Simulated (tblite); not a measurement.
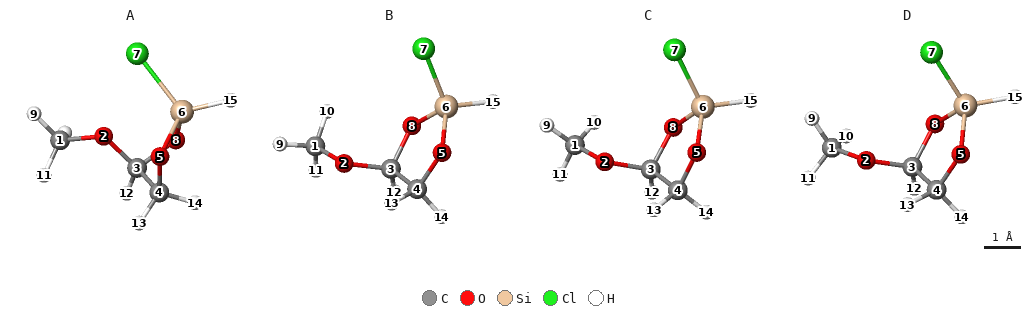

4 geometries from one relaxation of C₃H₇ClO₃Si, in shuffled order. Style: ball-and-stick. Shown at a tilt.

The calculation used GFN2-xTB geometry optimisation, gas phase in tblite 0.8.0. 

Put them in the order of the run, from the start to the converged end.

Answer. A, D, C, B. They are steps 0, 22, 67, 129, at +36.2 kcal/mol, +4.24 kcal/mol, +1.14 kcal/mol relative to the last. The atom that moves furthest after the best rigid fit is H11 (1.31 Å). Largest moves by element: H 1.31 Å, Cl 1.18 Å, O 0.95 Å, C 0.36 Å, Si 0.23 Å. Near-neighbour distances that change, for instance: O2–Si6 2.459 → 3.369 Å, Si6–O8 1.743 → 1.639 Å, O5–Si6 1.736 → 1.633 Å, Si6–Cl7 2.083 → 1.981 Å. Bond angles that change, for instance: C3–O8–Si6 96.8° → 112.3°, C4–O5–Si6 98.8° → 112.0°, C4–C3–O8 97.8° → 107.8°. Groups turn about C3–C4 by about 60°, O2–C3 by about 55°, C3–O8 by about 45°. After 129 geometry steps the energy has fallen by 36.2 kcal/mol. Cost: 1.7 s on 1 thread of Arm Neoverse N1, with other jobs on the host.
